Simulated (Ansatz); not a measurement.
Method: PBE (plane waves to 420 eV, PAW; Ansatz, a first-principles code).

Host crystal: anatase TiO2, with a band gap (PBE, scalar-relativistic without spin-orbit coupling).

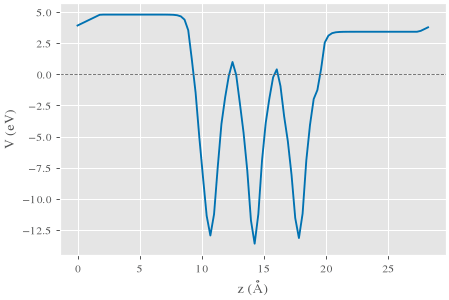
Electrostatic potential energy of an electron, averaged over planes parallel to the surface, in eV from the Fermi level, for H on the 1x1 (101) surface of anatase TiO2 (cut with top plane O), one in a 1x1 cell, started at the site 'over Ti at depth 1.4 Å'

Model: 19-atom slab, 9.4 Å thick at the start under the adsorbate (thin: gaps and levels are the slab's own), 6x4x1 mesh, Fermi-Dirac 0.01 eV, dipole correction, 7 atoms held, the rest relaxed; no symmetry held; spin-polarised, ending with about 0.3 μB a cell, a value that depends on the mesh; orders that need a larger cell were not tried, no spin-orbit, no U, no dispersion correction. The slab shows no gap over 0.04 eV on its mesh. At the end it is bonded to O. In PBE it is, or lies within 0.03 eV of, the lowest of the starts that converged.

**Question.** The surface cell has an area of 19.79 Å². What dipole along the normal does the step between the two vacuum levels imply?

**Answer.** the top vacuum level lies 1.38 eV below the bottom one; p = −ε₀ A ΔV (ε₀ = 0.005526 e/(V·Å)) gives 0.15 e·Å a cell.
